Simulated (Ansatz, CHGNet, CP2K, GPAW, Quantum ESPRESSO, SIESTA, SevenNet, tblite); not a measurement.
# CP2K on random packing of B86H14 (at. %) (90 atoms): settings against a plane-wave reference, part 3 of 3

How do the settings of CP2K change the result for random packing of B86H14 (at. %) (90 atoms)? A plane-wave run serves as the yardstick.

Program: CP2K 2026.2; the method stands at each step. Banners, paths, timers and routine set-up lines are dropped from the logs unmarked, and long logs keep their key lines alone; longer cuts are marked.

So far. Step 5 (revPBE, PBE potentials, DZVP-MOLOPT-SR, 450/50 Ry …): Against the first run (2.9 %), the force difference from the reference is 3.3 %, at 0.95 times the CPU time; the model has changed, so this is no error of the program alone. Step 6 (PBE, DZVP-MOLOPT-SR, 450/20 Ry, diagonalisation): Against the first run (2.9 %), the force difference from the reference is 2.9 %, at 0.54 times the CPU time: the change moves forces by 0.89 meV/Å r.m.s., so most of the difference comes from elsewhere.

### Step 7. A run with a doubtful setting

Level of this step: Kohn-Sham DFT, PBE, GTH-PBE pseudopotentials, Gaussian and plane waves, DZVP-MOLOPT-SR-GTH, diagonalisation (CP2K).

Input file input.inp:

```
&GLOBAL
  PROJECT cell
  RUN_TYPE ENERGY_FORCE
  PRINT_LEVEL LOW
&END GLOBAL
&FORCE_EVAL
  METHOD QS
  STRESS_TENSOR ANALYTICAL
  &DFT
    BASIS_SET_FILE_NAME BASIS_MOLOPT
    POTENTIAL_FILE_NAME GTH_POTENTIALS
    &MGRID
      CUTOFF 450
      REL_CUTOFF 50
    &END MGRID
    &QS
      EPS_DEFAULT 1.0E-12
    &END QS
    &SCF
      SCF_GUESS ATOMIC
      EPS_SCF 1.0E-06
      MAX_SCF 3
      ADDED_MOS 34
      &DIAGONALIZATION
        ALGORITHM STANDARD
      &END DIAGONALIZATION
      &SMEAR ON
        METHOD FERMI_DIRAC
        ELECTRONIC_TEMPERATURE [K] 580
      &END SMEAR
      &MIXING
        METHOD BROYDEN_MIXING
        ALPHA 0.15
        NBROYDEN 8
      &END MIXING
      &PRINT
        &RESTART OFF
        &END RESTART
      &END PRINT
    &END SCF
    &XC
      &XC_FUNCTIONAL PBE
      &END XC_FUNCTIONAL
    &END XC
    &PRINT
      &MULLIKEN ON
      &END MULLIKEN
      &HIRSHFELD ON
        SHAPE_FUNCTION DENSITY
      &END HIRSHFELD
      &MO ON
        EIGENVALUES T
        OCCUPATION_NUMBERS T
        MO_INDEX_RANGE 111 134
        &EACH
          QS_SCF 0
        &END EACH
        ADD_LAST NUMERIC
      &END MO
    &END PRINT
  &END DFT
  &SUBSYS
    &CELL
      A 8.90670 0.00000 0.00000
      B 0.00000 8.90670 0.00000
      C 0.00000 0.00000 8.90670
    &END CELL
    &TOPOLOGY
      COORD_FILE_NAME structure.xyz
      COORD_FILE_FORMAT XYZ
    &END TOPOLOGY
    &KIND B
      BASIS_SET DZVP-MOLOPT-SR-GTH-q3
      POTENTIAL GTH-PBE-q3
    &END KIND
    &KIND H
      BASIS_SET DZVP-MOLOPT-SR-GTH-q1
      POTENTIAL GTH-PBE-q1
    &END KIND
  &END SUBSYS
  &PRINT
    &FORCES ON
    &END FORCES
    &STRESS_TENSOR ON
    &END STRESS_TENSOR
  &END PRINT
&END FORCE_EVAL
```

Input file structure.xyz:

```xyz
90

[... 90 atom lines left out: the same atoms as in the first run ...]
```

On the command line:

```console
$ OMP_NUM_THREADS=1 mpirun -np 4 cp2k.psmp -i input.inp > output.txt
```

Numbers of over 12 decimals in the logs are rounded to 6 here.

Output:

```text
CP2K| version string:                                       CP2K version 2026.2
 CP2K| Input file name                                                 input.inp
 GLOBAL| Basis set file name                                        BASIS_MOLOPT
 GLOBAL| Potential file name                                      GTH_POTENTIALS
 GLOBAL| Run type                                                   ENERGY_FORCE
 GLOBAL| Total number of message passing processes                             4
 GLOBAL| Number of threads for this process                                    1
[... lines left out ...]
                        Smear method:                                FERMI_DIRAC
[... lines left out ...]
 Number of electrons:                                                        244
[... lines left out ...]
  Step     Update method      Time    Convergence         Total energy    Change
[... lines left out ...]
  Core density on regular grids:              243.9999999995       -0.0000000005
  Total charge density on r-space grids:       -0.0000000005
  Total charge density g-space grids:          -0.0000000005
  Overlap energy of the core charge distribution:               1.85964e-05
  Self energy of the core charge distribution:               -484.912963
  Core Hamiltonian energy:                                    155.553207
  Hartree energy:                                             196.704455
  Exchange-correlation energy:                                -83.579642
  Electronic entropic energy:                                  -0.00911228
  Fermi energy:                                                 0.223734
  Total energy:                                              -216.244563
  Total energy (extrapolated to T->0):                       -216.240007
 *   ___                                                                       *
 *  /   \                                                                      *
 * [ABORT]                                                                     *
 *  \___/     SCF run NOT converged. To continue the calculation regardless,   *
 *    |             please set the keyword IGNORE_CONVERGENCE_FAILURE.         *
 *  O/|                                                                        *
 * /| |                                                                        *
```

Elapsed: 24 s, on 4 MPI ranks of Arm Neoverse V1, shared host; peak memory 2 GiB.

The run stopped without converging, so its numbers are no property of the system. The fault in the input: too few SCF iterations (iteration limit 3).

### Step 8. Side by side

Differences are against the plane-wave reference, forces as r.m.s. over components; share is that over the reference's r.m.s. force, slope the least-squares factor from reference forces to these. Total energies of different programs have different zeros and aren't compared.

```csv
run,"Δ force, r.m.s. (meV/Å)",share (%),slope,Δ pressure (GPa),cores,CPU time,memory (GiB)
reference,-,-,-,-,2,1.8 min,1.4
"CP2K PBE, DZVP-MOLOPT-SR, 450/50 Ry, diagonalisation",30.9,2.87,1.013,0.175,4,9.6 min,2.4
"CP2K PBE, TZV2P-MOLOPT (SR for B), 450/50 Ry, diagonalisation",13.2,1.22,0.998,0.300,4,23 min,3.4
"CP2K PBE+D3(BJ), DZVP-MOLOPT-SR, 450/50 Ry, diagonalisation",146,13.5,0.966,-0.252,4,9.4 min,2.5
"CP2K revPBE, PBE potentials, DZVP-MOLOPT-SR, 450/50 Ry, diagonalisation",35.2,3.26,1.013,0.465,4,9.1 min,2.4
"CP2K PBE, DZVP-MOLOPT-SR, 450/20 Ry, diagonalisation (coarse)",30.9,2.86,1.013,0.182,4,5.2 min,2.4
```

Rows marked coarse were listed beforehand as settings not expected to be converged; some can still land near the reference.

CPU time is summed over cores on a shared host, where runs went side by side, so it is rough. Symmetry, cutoffs, thresholds, outputs and thread counts weren't matched or tuned between programs; memory under MPI is the largest rank's times the ranks.

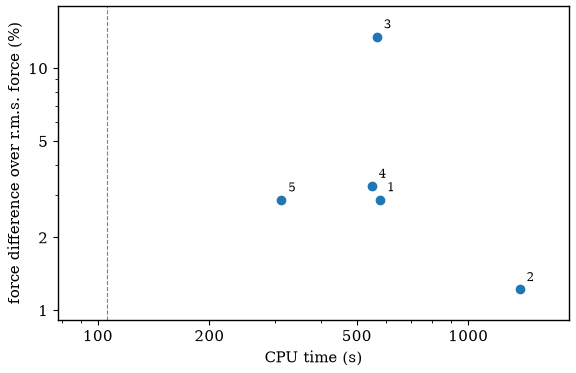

Force difference against CPU time; the dashed line marks the reference's time. Points: 1 CP2K PBE, DZVP-MOLOPT-SR, 450/50 Ry, diagonalisation; 2 CP2K PBE, TZV2P-MOLOPT (SR for B), 450/50 Ry, diagonalisation; 3 CP2K PBE+D3(BJ), DZVP-MOLOPT-SR, 450/50 Ry, diagonalisation; 4 CP2K revPBE, PBE potentials, DZVP-MOLOPT-SR, 450/50 Ry, diagonalisation; 5 CP2K PBE, DZVP-MOLOPT-SR, 450/20 Ry, diagonalisation.

Mean charges by element (e), by run and scheme:

```csv
run,scheme,B,H
"CP2K PBE, DZVP-MOLOPT-SR, 450/50 Ry, diagonalisation",Mulliken,-0.02,+0.13
"CP2K PBE, DZVP-MOLOPT-SR, 450/50 Ry, diagonalisation",Hirshfeld,0.00,+0.02
"CP2K PBE, TZV2P-MOLOPT (SR for B), 450/50 Ry, diagonalisation",Mulliken,-0.01,+0.08
"CP2K PBE, TZV2P-MOLOPT (SR for B), 450/50 Ry, diagonalisation",Hirshfeld,0.00,+0.01
"CP2K PBE+D3(BJ), DZVP-MOLOPT-SR, 450/50 Ry, diagonalisation",Mulliken,-0.02,+0.13
"CP2K PBE+D3(BJ), DZVP-MOLOPT-SR, 450/50 Ry, diagonalisation",Hirshfeld,0.00,+0.02
"CP2K revPBE, PBE potentials, DZVP-MOLOPT-SR, 450/50 Ry, diagonalisation",Mulliken,-0.02,+0.13
"CP2K revPBE, PBE potentials, DZVP-MOLOPT-SR, 450/50 Ry, diagonalisation",Hirshfeld,0.00,+0.02
```

Within one program, basis, potentials and functional, energies share a zero. Each run against its twin at the usual cutoff or grid and solver:

```csv
run,twin,Δ energy (meV/atom),"Δ force, r.m.s. (meV/Å)",CPU time over the twin's
"CP2K PBE, DZVP-MOLOPT-SR, 450/20 Ry, diagonalisation","DZVP-MOLOPT-SR, 450/50 Ry, diagonalisation",-0.0629,0.889,0.54
```

### Step 9. Outcome

```yaml
nearest_in_forces: CP2K PBE, TZV2P-MOLOPT (SR for B), 450/50 Ry, diagonalisation, 1.2 %
its_cpu_time: 23 min
```

What this shows: The PBE runs in local orbitals, coarse settings apart, differ by 1.2 % (CP2K PBE, TZV2P-MOLOPT (SR for B), 450/50 Ry, diagonalisation) to 2.9 % (CP2K PBE, DZVP-MOLOPT-SR, 450/50 Ry, diagonalisation); basis, grid and potentials can all enter. Rows with another functional or a dispersion term differ by 3.3 % (CP2K revPBE, PBE potentials, DZVP-MOLOPT-SR, 450/50 Ry, diagonalisation) to 14 % (CP2K PBE+D3(BJ), DZVP-MOLOPT-SR, 450/50 Ry, diagonalisation), which mixes the change of model with differences of basis and potentials, some of them made for another functional. Runs with settings chosen to be coarse differ by 2.9 % (CP2K PBE, DZVP-MOLOPT-SR, 450/20 Ry, diagonalisation), their programs' other errors included. None of the electronic-structure runs in the table takes under half the reference's CPU time of 1.8 min; they take 2.9 to 13 times as much. Charges hang on scheme and program or settings: among these rows the mean for H runs from +0.01 to +0.13 e. The reference's pressure holds the uncorrected Pulay stress of its 45 Ry basis, so small pressure differences, and their order, may be the reference's own error. The reference's pressure of -15 GPa belongs to a cell and atoms that aren't relaxed at this level. The electronic-structure runs sample only Γ, in a cell whose shortest periodic width is 9 Å, which is coarse for a cell with partly filled levels.

[Also dropped from logs without a mark: logging warnings of Python, and SIESTA's first energy breakdown and zero terms.]

[Logs are printed without paths, hosts, clocks, repeated set-up lines and the standing remarks that a program may print on its own settings, such as how far it seeks lower states.]

[Hosts, paths, dates, database ids (printed as entryN), source tags and the programs' standing remarks are cut or masked in the printed files.]
